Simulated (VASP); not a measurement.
# What spin-orbit coupling changes in MgAu, part 2 of 3

Aim: run bands, DOS and a relaxation of MgAu twice, without and with spin-orbit coupling. All runs use PBEsol. Left out of this account: 1 further run (self-consistent run: a reference on another mesh). The start is a cell from a database of measured crystal structures.

VASP 6.6.1, plane waves and PAW; the level of theory is named at each step.

Still holding for the runs below: This run has no spin polarisation. Its electron count is odd, so without a moment it is a metal by construction.

So far. Step 2 (Bands along the symmetry lines (PBEsol)): There is no gap at this level. Step 3 (Band structure (PBEsol + SOC)): There is no gap at this level. Without the coupling there was no gap either. The run took 3.3 times the core time, with 24 spinor bands against 18.

The database entry behind the starting cell differs from later determinations by our own check (0.1 to 0.3 % short, probably kX units), so it need not match the best structure at ambient conditions.

### 4. Density of states (PBEsol)

This step: PBEsol; plane waves and PAW (Mg, Au) (VASP 6.6.1).

Here the states are counted by energy and projected on the atoms.

File INCAR:

```
SYSTEM = MgAu
PREC = Accurate
ENCUT = 400
EDIFF = 1E-06
NELM = 100
ISMEAR = -5
SIGMA = 0.05
LREAL = .FALSE.
ALGO = Normal
GGA = PS
NBANDS = 18
LASPH = .TRUE.
LORBIT = 11
LWAVE = .FALSE.
LCHARG = .FALSE.
KPAR = 2
NEDOS = 2001
```

File POSCAR:

```
MgAu
1.0
    3.2590000000      0.0000000000      0.0000000000
    0.0000000000      3.2590000000      0.0000000000
    0.0000000000      0.0000000000      3.2590000000
Mg Au
1 1
Direct
    0.5000000000      0.5000000000      0.5000000000
    0.0000000000      0.0000000000      0.0000000000
```

File KPOINTS:

```
Automatic mesh
0
Gamma
10 10 10
0 0 0
```

PAW data sets: Mg and Au (PBE family, release 64).

On the command line:

```bash
$ mpirun -np 2 vasp_std
```

Output:

```text
[... set-up lines as in an earlier step ...]
 entering main loop
       N       E                     dE             d eps       ncg     rms          rms(c)
DAV:   1     0.441415448787E+02    0.44142E+02   -0.46535E+03  2096   0.481E+02
DAV:   2    -0.657306915783E+01   -0.50715E+02   -0.47180E+02  2510   0.128E+02
DAV:   3    -0.749748205115E+01   -0.92441E+00   -0.91899E+00  2406   0.161E+01
DAV:   4    -0.750161387428E+01   -0.41318E-02   -0.41271E-02  2398   0.121E+00
DAV:   5    -0.750164921724E+01   -0.35343E-04   -0.35269E-04  2298   0.115E-01    0.584E+00
DAV:   6    -0.689748217955E+01    0.60417E+00   -0.21889E+00  2100   0.968E+00    0.278E+00
DAV:   7    -0.687233506611E+01    0.25147E-01   -0.24572E-02  2142   0.111E+00    0.156E+00
DAV:   8    -0.685819898908E+01    0.14136E-01   -0.46707E-03  2160   0.390E-01    0.931E-02
DAV:   9    -0.685818610599E+01    0.12883E-04   -0.21147E-04  2464   0.798E-02    0.388E-02
DAV:  10    -0.685818386121E+01    0.22448E-05   -0.73250E-06  2306   0.188E-02    0.403E-03
DAV:  11    -0.685818385099E+01    0.10224E-07   -0.62314E-08  1308   0.160E-03
   1 F= -.68581839E+01 E0= -.68581839E+01  d E =0.000000E+00
 -----------------------------------------------------------------------------
|                                                                             |
|           W    W    AA    RRRRR   N    N  II  N    N   GGGG   !!!           |
|           W    W   A  A   R    R  NN   N  II  NN   N  G    G  !!!           |
|           W    W  A    A  R    R  N N  N  II  N N  N  G       !!!           |
|           W WW W  AAAAAA  RRRRR   N  N N  II  N  N N  G  GGG   !            |
|           WW  WW  A    A  R   R   N   NN  II  N   NN  G    G                |
|           W    W  A    A  R    R  N    N  II  N    N   GGGG   !!!           |
|                                                                             |
|     Tetrahedron method does not include variations of the Fermi             |
|     occupations, so forces and stress will be inaccurate. We suggest        |
|     using a different smearing scheme ISMEAR = 1 or 2 for metals in         |
|     relaxations.                                                            |
|                                                                             |
 -----------------------------------------------------------------------------
```

Run time: 4.4 s. Hardware: 2 MPI ranks of Intel Xeon 6975P-C (Granite Rapids), shared host; peak memory 0.28 GiB; 7.4 s of CPU time.

From OUTCAR (step 4):

```text
The static configuration has the point symmetry O_h .

 Found     56 irreducible k-points:

   NELECT =      13.0000    total number of electrons

 E-fermi :   6.7081

 k-point     1 :       0.0000    0.0000    0.0000
  band No.  band energies     occupation
    ...
      2       0.9328      2.00000
      3       0.9328      2.00000
      4       2.7079      2.00000
      5       2.7079      2.00000
      6       2.7079      2.00000
      7      12.1525      0.00000
      8      12.1525      0.00000
      9      12.1525      0.00000
     10      15.6637      0.00000
     11      15.6637      0.00000
    ...

 k-point     2 :       0.1000    0.0000    0.0000
  band No.  band energies     occupation
    ...
      2       0.9590      2.00000
      3       1.0088      2.00000
      4       2.6328      2.00000
      5       2.6328      2.00000
      6       2.7163      2.00000
      7      10.8853      0.00000
      8      12.3709      0.00000
      9      12.3709      0.00000
     10      15.5204      0.00000
     11      16.2228      0.00000
    ...

  Total       -0.0610064     -0.0610064     -0.0610064      0.0000000      0.0000000      0.0000000
  in kB       -2.8237931     -2.8237931     -2.8237931      0.0000000      0.0000000      0.0000000
  external PRESSURE =      -2.8237931 kB  Pullay stress =       0.0000000 kB

  FREE ENERGIE OF THE ION-ELECTRON SYSTEM (eV)
  ---------------------------------------------------
  free  energy   TOTEN  =        -6.8581838510 eV

  energy  without entropy=       -6.8581838510  energy(sigma->0) =       -6.85818385

 total charge
# of ion       s       p       d       tot
------------------------------------------
    1        0.177   0.154   0.032   0.363
    2        0.699   0.349   8.681   9.729
--------------------------------------------------
tot          0.876   0.503   8.712  10.091

[... 9 parts as in an earlier step ...]

[... 5 further parts left out ...]
```

With tetrahedra the forces and stress of a metal are not exact derivatives of the energy.

Numbers from this step:

- SCF cycles: 11
- bands: 18
- free energy (TOTEN): -6.858 eV
- Fermi energy: 6.708 eV
- pressure: -0.2824 GPa
- DOS at the Fermi level: 0.5575 states/eV/cell

The density of states has structure finer than the step of the table below, so its rows give means over 1 eV, whole bins alone (the curve runs from -10.8 to 7.89 eV). Peaks (eV: height): total -5.5: 7.19, -5.1: 6.43, -4.7: 6.72, -4.4: 7.29; Au d -5.5: 5.52, -5.1: 4.98, -4.7: 5.73, -4.4: 6.35; Au p 1.0: 0.111, 2.3: 0.127, 5.8: 0.149, 6.8: 0.144; Au s -6.8: 0.171, -6.2: 0.170, -5.6: 0.147, -2.3: 0.109; Mg p -5.4: 0.0616, -5.1: 0.049, -4.7: 0.0461, 6.8: 0.0968.

States under -10.8 eV and over 7.9 eV are left out. Density of states against energy, zero at the Fermi level; means over each step; values in states/eV/cell:

```csv
energy (eV),total,Au d,Au p,Au s,Mg p,Mg s
-10,0,0,0,0,0,0
-9,0.0544,1.9e-4,4.7e-4,0.0178,2.3e-4,0.00475
-8,0.240,0.00788,0.00493,0.0735,0.00277,0.0180
-7,0.542,0.0905,0.0136,0.137,0.0110,0.0259
-6,2.22,1.42,0.0258,0.115,0.0221,0.0523
-5,4.51,3.63,0.0454,0.0492,0.0370,0.0176
-4,3.35,2.81,0.0460,0.0619,0.0138,0.0130
-3,0.632,0.336,0.0356,0.0692,0.0111,0.00947
-2,0.553,0.200,0.0446,0.0920,0.0160,0.00875
-1,0.592,0.122,0.0896,0.0547,0.0274,0.0168
0,0.561,0.103,0.0967,0.0412,0.0280,0.0158
1,0.554,0.0851,0.103,0.0455,0.0277,0.0132
2,0.543,0.0701,0.102,0.0577,0.0228,0.0153
3,0.566,0.0694,0.101,0.0622,0.0245,0.0228
4,0.611,0.0719,0.0916,0.0675,0.0298,0.0405
5,0.995,0.131,0.117,0.0668,0.0565,0.0969
6,1.00,0.113,0.133,0.0418,0.0759,0.0546
7,1.03,0.105,0.128,0.0312,0.0838,0.0394
```

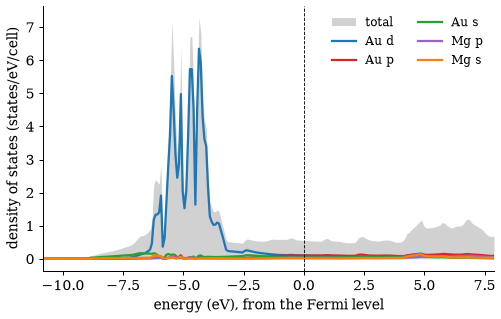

Density of states, plotted against energy.

Of the states within 0.3 eV of the Fermi level, the largest shares in the PAW spheres are Au d 18 %, Au p 17 % and Au s 7 %. The rest lies in smaller channels or between the spheres.

### 5. Total and projected DOS (PBEsol + SOC)

This step: PBEsol, spin-orbit coupling; plane waves and PAW (Mg, Au) (VASP 6.6.1).

Here the states are counted by energy and projected on the atoms.

Changes to INCAR since step 4:

```diff
@@ -10,4 +10,9 @@
 GGA = PS
-NBANDS = 18
+LNONCOLLINEAR = .TRUE.
+MAGMOM = 0 0 0 0 0 0
+NBANDS = 24
+GGA_COMPAT = .FALSE.
 LASPH = .TRUE.
+LSORBIT = .TRUE.
+LMAXMIX = 4
 LORBIT = 11
```

POSCAR is that of step 4.

KPOINTS is that of step 4.

On the command line:

```bash
$ mpirun -np 2 vasp_ncl
```

Output:

```text
[... set-up lines as in an earlier step ...]
 entering main loop
       N       E                     dE             d eps       ncg     rms          rms(c)
DAV:   1     0.491956437656E+02    0.49196E+02   -0.49753E+03  2744   0.768E+02
DAV:   2    -0.664195667082E+01   -0.55838E+02   -0.52693E+02  3216   0.181E+02
DAV:   3    -0.780888291252E+01   -0.11669E+01   -0.11613E+01  3280   0.249E+01
DAV:   4    -0.781436834360E+01   -0.54854E-02   -0.54851E-02  2976   0.197E+00
DAV:   5    -0.781443142410E+01   -0.63081E-04   -0.63081E-04  3272   0.220E-01    0.665E+00
DAV:   6    -0.718486164970E+01    0.62957E+00   -0.21626E+00  2920   0.152E+01    0.372E+00
DAV:   7    -0.715935778912E+01    0.25504E-01   -0.36164E-02  2888   0.181E+00    0.213E+00
DAV:   8    -0.714705641625E+01    0.12301E-01   -0.27977E-03  3232   0.387E-01    0.119E+00
DAV:   9    -0.714465457407E+01    0.24018E-02   -0.96803E-04  3120   0.252E-01    0.679E-02
DAV:  10    -0.714465619165E+01   -0.16176E-05   -0.42682E-05  3096   0.632E-02    0.292E-02
DAV:  11    -0.714465188274E+01    0.43089E-05   -0.64186E-06  3064   0.256E-02    0.385E-03
DAV:  12    -0.714465193752E+01   -0.54781E-07   -0.72049E-08  1600   0.264E-03
   1 F= -.71446519E+01 E0= -.71446519E+01  d E =0.000000E+00  mag=     0.0000    -0.0000    -0.0000
 [... a notice as in an earlier step ...]
```

It took 13 s on 2 MPI ranks; peak memory 0.43 GiB.

From OUTCAR (step 5):

```text
   NELECT =      13.0000    total number of electrons

 E-fermi :   6.6732

 k-point     1 :       0.0000    0.0000    0.0000
  band No.  band energies     occupation
    ...
      8       2.6166      1.00000
      9       2.6166      1.00000
     10       2.6166      1.00000
     11       3.3266      1.00000
     12       3.3266      1.00000
     13      11.3578      0.00000
     14      11.3578      0.00000
     15      12.4765      0.00000
     16      12.4765      0.00000
     17      12.4765      0.00000
    ...

  Total       -0.2030452     -0.2030452     -0.2030452      0.0000000      0.0000000     -0.0000000
  in kB       -9.3983183     -9.3983183     -9.3983183      0.0000000      0.0000000     -0.0000000
  external PRESSURE =      -9.3983183 kB  Pullay stress =       0.0000000 kB

  FREE ENERGIE OF THE ION-ELECTRON SYSTEM (eV)
  ---------------------------------------------------
  free  energy   TOTEN  =        -7.1446519375 eV

  energy  without entropy=       -7.1446519375  energy(sigma->0) =       -7.14465194

 Spin-Orbit-Coupling matrix elements
 Ion:    1  E_soc:     -0.0000139
 Ion:    2  E_soc:     -0.5862612

 magnetization (x)
# of ion       s       p       d       tot
------------------------------------------
    1        0.000  -0.000   0.000  -0.000
    2        0.000   0.000   0.000   0.000
--------------------------------------------------
tot          0.000  -0.000   0.000   0.000

 magnetization (y)
# of ion       s       p       d       tot
------------------------------------------
    1        0.000  -0.000   0.000   0.000
    2        0.000   0.000   0.000   0.000
--------------------------------------------------
tot          0.000  -0.000   0.000   0.000

 magnetization (z)
# of ion       s       p       d       tot
------------------------------------------
    1       -0.000   0.000   0.000  -0.000
    2        0.000   0.000  -0.000   0.000
--------------------------------------------------
tot         -0.000   0.000  -0.000  -0.000

[... 9 parts as in an earlier step ...]

[... 9 further parts left out ...]
```

This step gave:

- SCF cycles: 12
- bands: 24
- free energy (TOTEN): -7.145 eV
- Fermi energy: 6.673 eV
- pressure: -0.9398 GPa
- DOS at the Fermi level: 0.5720 states/eV/cell

On-site spin-orbit energy by atom:

```csv
atom,on-site spin-orbit energy (eV)
Mg1,0.000
Au2,-0.586
```

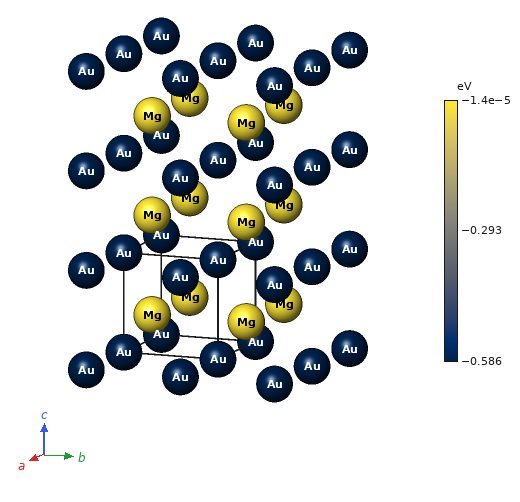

Atoms coloured by on-site spin-orbit energy. 2×2×3 cells are drawn. Some periodic images of atoms are drawn too.

The density of states has structure finer than the step of the table below, so its rows give means over 1 eV, whole bins alone (the curve runs from -10.2 to 4.69 eV). Peaks (eV: height): total -6.3: 4.58, -5.9: 15.8, -4.6: 7.44, -4.1: 6.34; Au d -6.3: 3.19, -5.9: 13.1, -4.5: 5.77, -4.1: 5.45; Au p -4.6: 0.115, 1.0: 0.113, 2.4: 0.147, 4.0: 0.119; Au s -6.4: 0.199, -5.9: 0.147, -5.4: 0.162, -5.0: 0.132.

States under -10.2 eV and over 4.7 eV are left out. Table of density of states by energy, zero at the Fermi level; means over each step; values in states/eV/cell:

```csv
energy (eV),total,Au d,Au p,Au s
-9,0.0497,1.7e-4,4.3e-4,0.0163
-8,0.240,0.00924,0.00488,0.0730
-7,0.632,0.153,0.0143,0.142
-6,3.54,2.69,0.0279,0.0856
-5,2.54,1.83,0.0417,0.0965
-4,3.58,2.95,0.0519,0.0439
-3,0.933,0.595,0.0414,0.0653
-2,0.571,0.223,0.0470,0.0870
-1,0.606,0.145,0.0910,0.0542
0,0.576,0.114,0.101,0.0445
1,0.556,0.0900,0.104,0.0493
2,0.526,0.0705,0.0976,0.0588
3,0.590,0.0718,0.109,0.0638
4,0.590,0.0681,0.0968,0.0631
```

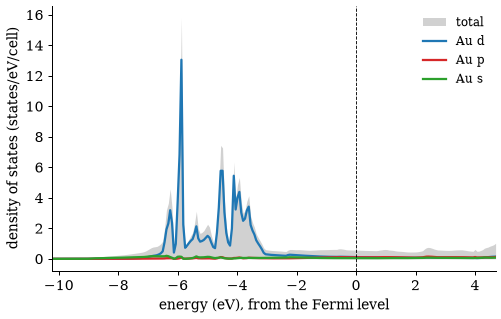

Density of states, plotted against energy.

The DOS at the Fermi level goes from 0.557 to 0.572 states/eV/cell, a number that is sensitive to the mesh. The run took 3.0 times the core time, with 24 spinor bands against 18. Of the states within 0.3 eV of the Fermi level, the largest shares in the PAW spheres are Au d 20 %, Au p 17 % and Au s 8 %. The rest lies in smaller channels or between the spheres.

### 6. Full relaxation (PBEsol)

This step: PBEsol; plane waves and PAW (Mg, Au) (VASP 6.6.1).

Last, the cell itself: ISIF = 3 frees volume, shape and positions, first without the coupling.

File INCAR:

```
SYSTEM = MgAu
PREC = Accurate
ENCUT = 400
EDIFF = 1E-06
NELM = 100
ISMEAR = -1
SIGMA = 0.05
LREAL = .FALSE.
ALGO = Normal
GGA = PS
NBANDS = 12
LASPH = .TRUE.
LORBIT = 11
LWAVE = .FALSE.
LCHARG = .FALSE.
KPAR = 2
IBRION = 2
NSW = 60
ISIF = 3
EDIFFG = -0.01
```

POSCAR is that of step 5.

KPOINTS is that of step 5.

On the command line:

```bash
$ mpirun -np 2 vasp_std
```

Output:

```text
[... set-up lines as in an earlier step ...]
 entering main loop
       N       E                     dE             d eps       ncg     rms          rms(c)
DAV:   1     0.371288864785E+02    0.37129E+02   -0.49274E+03  1488   0.717E+02
DAV:   2    -0.683966644140E+01   -0.43969E+02   -0.41169E+02  1536   0.155E+02
DAV:   3    -0.750893231320E+01   -0.66927E+00   -0.66799E+00  1576   0.179E+01
DAV:   4    -0.751120879074E+01   -0.22765E-02   -0.22764E-02  1500   0.129E+00
DAV:   5    -0.751122970367E+01   -0.20913E-04   -0.20913E-04  1592   0.129E-01    0.583E+00
DAV:   6    -0.690888772551E+01    0.60234E+00   -0.28909E+00  1412   0.144E+01    0.277E+00
DAV:   7    -0.688417502006E+01    0.24713E-01   -0.26264E-02  1428   0.157E+00    0.154E+00
DAV:   8    -0.686993086008E+01    0.14244E-01   -0.65599E-03  1480   0.577E-01    0.969E-02
DAV:   9    -0.686989683965E+01    0.34020E-04   -0.19203E-04  1560   0.108E-01    0.446E-02
DAV:  10    -0.686989681131E+01    0.28333E-07   -0.55420E-06  1512   0.234E-02
   1 F= -.68698968E+01 E0= -.68679512E+01  d E =-.686990E+01
 curvature:   0.00 expect dE= 0.000E+00 dE for cont linesearch  0.000E+00
 trial: gam= 0.00000 g(F)=  0.000E+00 g(S)=  0.515E-03 ort = 0.000E+00 (trialstep = 0.100E+01)
 search vector abs. value=  0.515E-03
 bond charge predicted
       N       E                     dE             d eps       ncg     rms          rms(c)
DAV:   1    -0.687629567534E+01   -0.63988E-02   -0.96091E-02  1400   0.299E+00    0.494E-01
DAV:   2    -0.687010283936E+01    0.61928E-02   -0.27094E-02  1400   0.145E+00    0.147E-01
DAV:   3    -0.687005222334E+01    0.50616E-04   -0.15838E-04  1412   0.110E-01    0.899E-02
DAV:   4    -0.687003172010E+01    0.20503E-04   -0.62547E-05  1440   0.363E-02    0.657E-03
DAV:   5    -0.687003201925E+01   -0.29915E-06   -0.16385E-06  1288   0.993E-03
   2 F= -.68700320E+01 E0= -.68680758E+01  d E =-.135208E-03
 trial-energy change:   -0.000135  1 .order   -0.000148   -0.000515    0.000220
 step:   0.6786(harm=  0.7005)  dis= 0.00000  next Energy=    -6.870068 (dE=-0.171E-03)
 bond charge predicted
       N       E                     dE             d eps       ncg     rms          rms(c)
DAV:   1    -0.687071634923E+01   -0.68463E-03   -0.99380E-03  1392   0.963E-01    0.160E-01
DAV:   2    -0.687008326006E+01    0.63309E-03   -0.27271E-03  1384   0.462E-01    0.489E-02
DAV:   3    -0.687007674723E+01    0.65128E-05   -0.16193E-05  1416   0.350E-02    0.305E-02
DAV:   4    -0.687007275175E+01    0.39955E-05   -0.63841E-06  1424   0.116E-02    0.207E-03
DAV:   5    -0.687007272712E+01    0.24627E-07   -0.17312E-07   772   0.333E-03
   3 F= -.68700727E+01 E0= -.68681201E+01  d E =-.175916E-03
 curvature:  -0.35 expect dE=-0.156E-06 dE for cont linesearch -0.156E-06
 trial: gam= 0.00000 g(F)=  0.389E-65 g(S)=  0.449E-06 ort =-0.152E-04 (trialstep = 0.936E+00)
 search vector abs. value=  0.449E-06
 reached required accuracy - stopping structural energy minimisation
```

Run time: 5.8 s. Hardware: 2 MPI ranks; peak memory 0.28 GiB; 10 s of CPU time.

From OUTCAR (step 6):

```text
   k-points           NKPTS =     56   k-points in BZ     NKDIM =     56   number of bands    NBANDS=     12

   NELECT =      13.0000    total number of electrons

 E-fermi :   6.8122

 k-point     1 :       0.0000    0.0000    0.0000
  band No.  band energies     occupation
    ...
      2       0.9557      2.00000
      3       0.9557      2.00000
      4       2.7444      2.00000
      5       2.7444      2.00000
      6       2.7444      2.00000
      7      12.2098      0.00000
      8      12.2098      0.00000
      9      12.2098      0.00000
     10      15.7267      0.00000
     11      15.7267      0.00000
    ...

  Total        0.0024898      0.0024898      0.0024898     -0.0000000     -0.0000000      0.0000000
  in kB        0.1157239      0.1157239      0.1157239     -0.0000000     -0.0000000      0.0000000
  external PRESSURE =       0.1157239 kB  Pullay stress =       0.0000000 kB

 POSITION                                       TOTAL-FORCE (eV/Angst)
 -----------------------------------------------------------------------------------
      1.62725      1.62725      1.62725         0.000000      0.000000      0.000000
      0.00000      0.00000      0.00000        -0.000000     -0.000000     -0.000000
 -----------------------------------------------------------------------------------
    total drift:                                0.000000      0.000000      0.000000

  FREE ENERGIE OF THE ION-ELECTRON SYSTEM (eV)
  ---------------------------------------------------
  free  energy   TOTEN  =        -6.8700727271 eV

  energy  without entropy=       -6.8661674018  energy(sigma->0) =       -6.86812006

 reached required accuracy - stopping structural energy minimisation

[... 6 parts as in an earlier step ...]

[... 10 further parts left out ...]
```

CONTCAR:

```
MgAu
   1.00000000000000
     3.2544978745283855    0.0000000000000000   -0.0000000000000000
     0.0000000000000000    3.2544978745283855   -0.0000000000000000
     0.0000000000000000    0.0000000000000000    3.2544978745283855
  Mg              Au
     1     1
Direct
     0.5000000000000000    0.5000000000000000    0.5000000000000000
     0.0000000000000000    0.0000000000000000    0.0000000000000000
```

The run keeps the 48 symmetry operations of its start, so it cannot find a distortion of lower symmetry.

Step by step:

```csv
step,energy less that of the first step (eV),largest force (eV/Å),pressure (GPa),volume (Å³)
1,0.0000,0.0000,-0.39,34.61
2,-0.0001,0.0000,0.17,34.40
3,-0.0002,0.0000,0.01,34.47
```

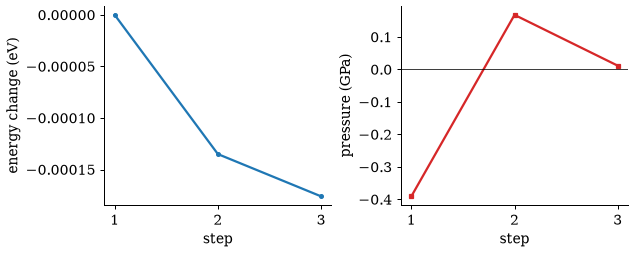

Energy and pressure along the relaxation.

```csv
"conventional cell, symmetrised",before,after,change
a (Å),3.259,3.254,-0.1 %
b (Å),3.259,3.254,-0.1 %
c (Å),3.259,3.254,-0.1 %
volume (Å³/atom),17.31,17.24,-0.4 %
```

Final coordinates:

```cif
data_structure
_symmetry_space_group_name_H-M 'P 1'
_symmetry_Int_Tables_number 1
_cell_length_a 3.2545
_cell_length_b 3.2545
_cell_length_c 3.2545
_cell_angle_alpha 90.000
_cell_angle_beta 90.000
_cell_angle_gamma 90.000
_cell_volume 34.47
loop_
_atom_site_label
_atom_site_type_symbol
_atom_site_fract_x
_atom_site_fract_y
_atom_site_fract_z
_atom_site_occupancy
Mg1 Mg 0.50000 0.50000 0.50000 1
Au2 Au 0.00000 0.00000 0.00000 1
```

Numbers from this step:

* bands: 12
* free energy (TOTEN): -6.870 eV
* energy at zero smearing: -6.868 eV
* Fermi energy: 6.812 eV
* pressure: 0.01157 GPa
* SCF cycles over all ionic steps: 20

It ends with forces that vanish by symmetry and a pressure of 0.01 GPa.

[end of part 2 of 3]

[Lines on the potential files, build, host, timing and source positions are cut from VASP's logs without a mark.]

[Logs are printed without paths, hosts, clocks, repeated set-up lines and the standing remarks that a program may print on its own settings, such as how far it seeks lower states.]

[Hosts, paths, dates, database ids (printed as entryN), source tags and the programs' standing remarks are cut or masked in the printed files.]

[A measured line is paired with the nearest computed mode of its activity, which favours agreement.]
